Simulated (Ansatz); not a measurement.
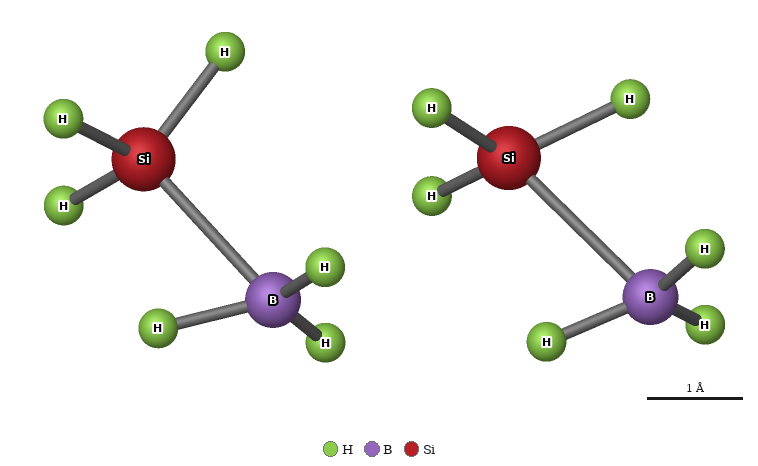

Two geometries of BSiH6 (multiplicity 2) (started from a transition state, displaced along its imaginary mode), drawn at one scale. One is the start of a relaxation, the other its converged end. The picture is a ball-and-stick view, seen from a free direction.

These are results of UKS PBE0-D4/def2-TZVP in Ansatz, not measurements. Settings: force threshold 0.005 eV/Å; at most 200 steps.

> Which geometry has the lower energy?

The left one is the relaxed one. Over 7 accepted moves (8 points after the start) the energy falls by 37.5 kJ/mol. Largest force component: 1 eV/Å at the start, 0.0011 eV/Å at the end. The line search rejected the trial step at point 5 of the run. The atom that moves furthest after the best rigid fit is an H atom (0.61 Å). By element the largest moves are H 0.61 Å, Si 0.15 Å, B 0.04 Å. Among the contacts that change: B–Si 2.172 → 2.100 Å, H–Si 1.442 → 1.494 Å, B–H 1.206 → 1.250 Å, B–H 1.212 → 1.193 Å. Bond angles that change, for instance: H–Si–B 74.2° → 104.5°, H–Si–H 117.6° → 110.2°, Si–B–H 71.6° → 64.5°. Cost: 15 s on 2 threads of Arm Neoverse V2, on a shared host.
